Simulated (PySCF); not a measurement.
# doublet BH2F+ at 3 levels

Wanted: a comparison of 3 runs (UPBE/STO-6G, NEVPT2(3,3)/STO-6G, ROCCSD(T)/STO-6G) of doublet BH2F+. 

The calculation is run with PySCF 2.14.0.

9 further runs of the same task are left out: 9 set aside as unsound or not needed.

**1. The system as given**

BH2F+ has 4 atoms, charge +1, and is taken as a doublet. SMILES of the parent species: `[H]B([H])F`. The coordinates come from a GFN2-xTB relaxation. That shape belongs to the parent species and isn't relaxed for this state.

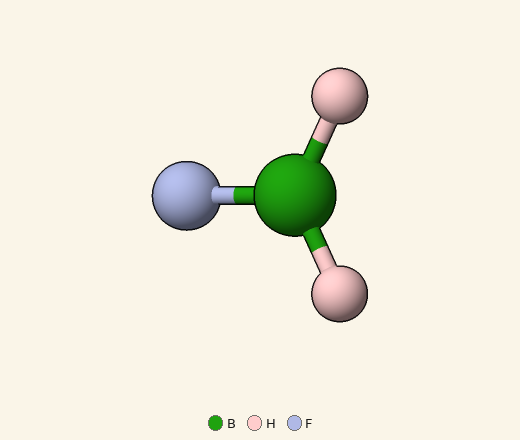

The structure, seen from a chosen angle (boron green, hydrogen pink, fluorine light blue).

**2. The energy at UPBE/STO-6G (run 1)**

input.py reads:

```python
from pyscf import gto, dft

system = gto.M(
    atom='B 0.029990 0.049200 0.000600; H 1.198420 -0.033970 0.015630; H -0.578270 1.050180 -0.019450; F -0.650140 -1.065400 0.003230',
    basis='sto-6g',
    verbose=3,
    charge=1,
    spin=1,
    max_memory=1860,
)

ks = dft.UKS(system)
ks.xc = 'pbe'
ks.grids.level = 5
ks.conv_tol = 1e-10
ks.kernel()
if not ks.converged:
    ks = ks.newton().run(ks.mo_coeff, ks.mo_occ)

e_final = ks.e_tot
print('Final energy', e_final)
```

Command:

```sh
OMP_NUM_THREADS=1 python input.py
```

Output:

```text
converged SCF energy = -124.824453513088  <S^2> = 0.75214499  2S+1 = 2.0021438
Final energy -124.82445351308822
```

It took 2.5 s on 1 thread of Intel Xeon Platinum 8488C (Sapphire Rapids), shared host; peak memory 0.18 GiB.

**3. The energy at NEVPT2(3,3)/STO-6G (run 2)**

input.py reads:

```python
import numpy
from pyscf import gto, scf, mp, mcscf, mrpt

mol = gto.M(
    atom='''
B        0.029990       0.049200       0.000600
H        1.198420      -0.033970       0.015630
H       -0.578270       1.050180      -0.019450
F       -0.650140      -1.065400       0.003230
''',
    spin=1,
    basis='sto-6g',
    max_memory=1860,
    verbose=4,
    charge=1,
)

mf = mol.ROHF()
mf.conv_tol = 1e-10
mf.kernel()
if not mf.converged:
    mf = mf.newton().run(mf.mo_coeff, mf.mo_occ)

pt = mp.MP2(scf.addons.convert_to_uhf(mf)).run()
noons, natorbs = mcscf.addons.make_natural_orbitals(pt)
print('natural occupations', numpy.round(noons[:40], 4))
cas = mcscf.CASSCF(mf, 3, 3)
cas.fix_spin_(ss=0.75)
cas.natorb = True
cas.kernel(natorbs)
e_pt2 = mrpt.NEVPT(cas).kernel()
e_final = cas.e_tot + e_pt2
print('Final energy', e_final)
```

Command:

```sh
OMP_NUM_THREADS=1 python input.py
```

Output:

```text
PySCF version 2.14.0

[... 72 lines left out ...]
converged SCF energy = -124.407401072257
[... 32 lines left out ...]
sorting_mo_energy = False
[... 26 lines left out ...]
1-step CASSCF converged in   6 macro ( 91 JK  19 micro) steps
[... 2 lines left out ...]
Natural orbital (expansion on meta-Lowdin AOs) in CAS space
[... 9 lines left out ...]
CASSCF energy = -124.410155500181
[... 2 lines left out ...]
******** <class 'pyscf.mrpt.nevpt2.NEVPT'> ********
NEVPT2 (2e+1e, 3o), ncore = 6, nvir = 3
root = 0
Natural occ [1.99703444 0.9995828  0.00338276]
Natural orbital (expansion on meta-Lowdin AOs) in CAS space
               #1        #2        #3
0 B 1s           0.00000   0.00000   0.00835
0 B 2s          -0.00002  -0.00000  -0.62729
0 B 2px         -0.60247  -0.17565  -0.15524
[... 8 lines of this table left out ...]
3 F 2pz         -0.00638   0.01548   0.00000
<CAS-nat-orb|mo-hf>  7      7       -0.99996519
<CAS-nat-orb|mo-hf>  8      8        0.99996927
<CAS-nat-orb|mo-hf>  9      11      -0.96482918
Sr    (-1)',   E = -0.00204588978029
Si    (+1)',   E = -0.00149207836153
Sijrs (0)  ,   E = -0.01619411440120
Sijr  (+1) ,   E = -0.00177174556402
Srsi  (-1) ,   E = -0.00220644053788
Srs   (-2) ,   E = -0.00302132049952
Sij   (+2) ,   E = -0.00288581651253
Sir   (0)' ,   E = -0.02373367736920
Nevpt2 Energy = -0.053351083026168
Final energy -124.46350658320706
```

Wall time 0.92 s (1 thread of Intel Xeon Platinum 8488C (Sapphire Rapids), shared host); peak memory 0.12 GiB.

**4. A single-point energy at ROCCSD(T)/STO-6G (run 3)**

calc.py reads:

```python
from pyscf import gto, cc

molecule = gto.M(
    atom='''
B        0.029990       0.049200       0.000600
H        1.198420      -0.033970       0.015630
H       -0.578270       1.050180      -0.019450
F       -0.650140      -1.065400       0.003230
''',
    verbose=3,
    spin=1,
    basis='sto-6g',
    max_memory=1860,
    charge=1,
)

mf = molecule.ROHF()
mf.conv_tol = 1e-10
mf.kernel()
if not mf.converged:
    mf = mf.newton().run(mf.mo_coeff, mf.mo_occ)

mycc = cc.CCSD(mf, frozen=2)
mycc.kernel()
e_t = mycc.ccsd_t()
e_final = mycc.e_tot + e_t
print('E(%s) = %.9f' % ('CCSD(T)', e_final))
```

Command:

```sh
OMP_NUM_THREADS=1 python calc.py
```

Output:

```text
converged SCF energy = -124.407401072257

WARN: RCCSD method does not support ROHF method. ROHF object is converted to UHF object and UCCSD method is called.

E(UCCSD) = -124.4938707988888  E_corr = -0.08646972663138575
UCCSD(T) correction = -0.00257725574314269
E(CCSD(T)) = -124.496448055
```

Wall time 0.78 s (1 thread of Intel Xeon Platinum 8488C (Sapphire Rapids), shared host); peak memory 0.12 GiB.

**5. Overview of the runs**

```
run               level  integration grid      active selection  energy (Eh)   ⟨S²⟩  wall time
  1         UPBE/STO-6G                 5                     –  -124.824454  0.752      2.5 s
  2  NEVPT2(3,3)/STO-6G                 –  mp2 natural orbitals  -124.463507      –     0.92 s
  3    ROCCSD(T)/STO-6G                 –                     –  -124.496448  0.750     0.78 s
```

**6. Summary of results**

```
                                          quantity          value
                               run 3: total energy  -124.49645 Eh
run 3: correlation energy (2 core orbitals frozen)      -89.0 mEh
                             run 3: (T) correction      -2.58 mEh
          run 3: ⟨S²⟩ of the reference determinant          0.750
                              run 3: T1 diagnostic          0.060
```

**Reading.** In run 3 the T1 diagnostic is large, so a single reference may not serve. In runs 1, 2, 3 the basis is minimal, so the values are rough. All runs together took 4.2 s, the longest 2.5 s.
